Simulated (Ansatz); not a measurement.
# Ru (Ru, hcp): the cost of one run

Method: DFT BLYP, plane waves (420 eV) with PAW, scalar-relativistic; PBE-made PAW files, in Ansatz 0.2.0.

## Step 1: The system as given

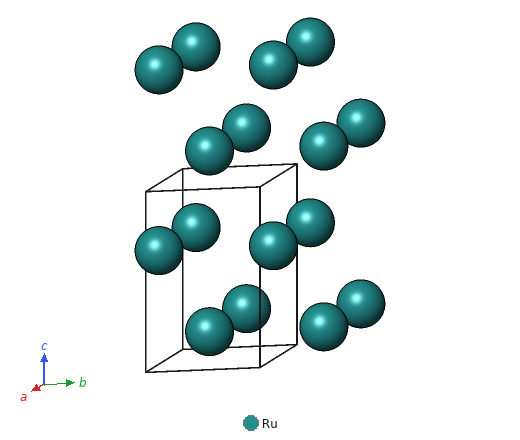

The structure, seen slightly off an axis (ruthenium teal). 2×2×2 cells are drawn. Any atoms on the faces are drawn again on the opposite ones.

Coordinates:

```
CELL_PARAMETERS angstrom
2.70389 0.00000 0.00000
-1.35194 2.34164 0.00000
0.00000 0.00000 4.28168
ATOMIC_POSITIONS crystal
Ru 0.33333 0.66667 0.25000
Ru 0.66667 0.33333 0.75000
```

The atoms start with moments of +1 ×2 μB.

## Step 2: Relaxing cell and atoms

Input file input.yaml:

```yaml
crystal:
  lattice:
    - [2.7038898633, 0.0, 0.0]
    - [-1.3519449316, 2.3416373106, 0.0]
    - [0.0, 0.0, 4.28168]
  atoms:
    - { symbol: Ru, position: [0.3333333333, 0.6666666667, 0.25], spin: 1.0 }
    - { symbol: Ru, position: [0.6666666667, 0.3333333333, 0.75], spin: 1.0 }
hamiltonian:
  xc: blyp
  pseudopotentials:
    kind: paw
    azcp:
      Ru: "pseudopotentials/Ru.paw.azcp"
basis:
  ecutwfc: 420
  fft_grid_basis: typed
kpoints:
  mp_grid: { grid: [13, 13, 8], shift: [0, 0, 0] }
magnetization:
  spin_polarized: true
scf:
  occupations: { method: fermi_dirac, width: 0.05 }
relax:
  max_steps: 60
  f_tol: 0.01
  cell: {}
```

Q: Estimate wall time and peak memory on 4 threads of an Arm CPU, shared host.

About 12 s, with a peak of 0.39 GiB.
